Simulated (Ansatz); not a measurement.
# CH4BClN2: basis-set convergence

Aim: see how fast density functionals converge with the basis set for CH4BClN2.

The runs use Ansatz 0.2.0, Gaussian basis; one geometry, several basis sets.

Plan: PBE0-D4/def2-SVP; ωB97M-V/def2-SVP; PBE0-D4/def2-QZVPP; ωB97M-V/def2-QZVPP; the functionals' def2-TZVPP values are taken from earlier runs.

**1. Structure used throughout**

The geometry comes from an earlier relaxation with PBE0-D4 in a triple-zeta def2 set; it is a stationary point, not always the lowest conformer.

SMILES `N=C(Cl)BN`, 9 atoms, charge 0, spin multiplicity 1.

Atoms are counted from 1 here; the program's logs count them from 0.

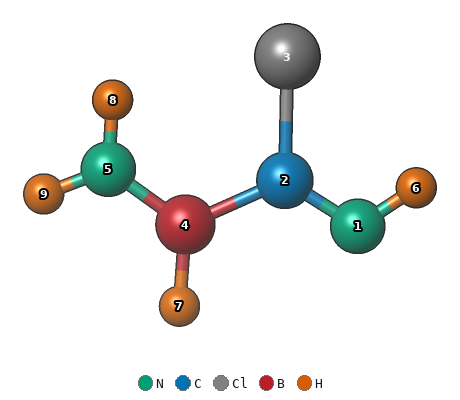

The geometry (nitrogen teal, carbon blue, chlorine grey, boron red, hydrogen orange); atoms are numbered from 1 in the order of the file.

As a file:

```
atom     x (Å)     y (Å)     z (Å)
  N1   2.08706   0.21137   0.22718
  C2   0.89417   0.31285  -0.13070
 Cl3   0.40303   1.48265  -1.41257
  B4  -0.27985  -0.54959   0.48455
  N5  -1.57060  -0.38075   0.03458
  H6   2.72519   0.83593  -0.26430
  H7  -0.01471  -1.33842   1.33723
  H8  -1.80567   0.28403  -0.68646
  H9  -2.35011  -0.90427   0.39330
```

**2. PBE0-D4 in def2-SVP**

Input file in.yaml:

```yaml
crystal:
  periodic: [false, false, false]
  atoms:
    - {symbol: N, position_ang: [2.087056, 0.211371, 0.227177]}
    - {symbol: C, position_ang: [0.894166, 0.312848, -0.130703]}
    - {symbol: Cl, position_ang: [0.403033, 1.482653, -1.412572]}
    - {symbol: B, position_ang: [-0.279854, -0.549586, 0.484553]}
    - {symbol: N, position_ang: [-1.570604, -0.380752, 0.034575]}
    - {symbol: H, position_ang: [2.725186, 0.835935, -0.264301]}
    - {symbol: H, position_ang: [-0.014706, -1.338423, 1.337230]}
    - {symbol: H, position_ang: [-1.805669, 0.284027, -0.686459]}
    - {symbol: H, position_ang: [-2.350106, -0.904273, 0.393302]}
basis:
  gaussian: {orbitals: def2-SVP}
hamiltonian: {xc: pbe0, dispersion: d4}
output: {orbitals: {seedname: orbitals}}
```

Run with:

```console
$ ansatz run in.yaml --threads 2 --pin off --events-out ev --progress --plain --max-ram 4352MiB
```

After this run come: ωB97M-V in def2-SVP; PBE0-D4 in def2-QZVPP; ωB97M-V in def2-QZVPP.

Q: Predict the results of all the runs planned. Wanted: PBE0-D4: double and triple zeta above quadruple; ωB97M-V: double and triple zeta above quadruple.

The runs gave:

| quantity | value |
| --- | --- |
| PBE0-D4: double and triple zeta above quadruple | 10.39, 0.64 eV |
| ωB97M-V: double and triple zeta above quadruple | 10.52, 0.60 eV |

What this shows: PBE0-D4 gains 9.75 eV from double to triple zeta, then 0.64 eV more. Total energies overstate the basis error of differences, where much of it tends to cancel.
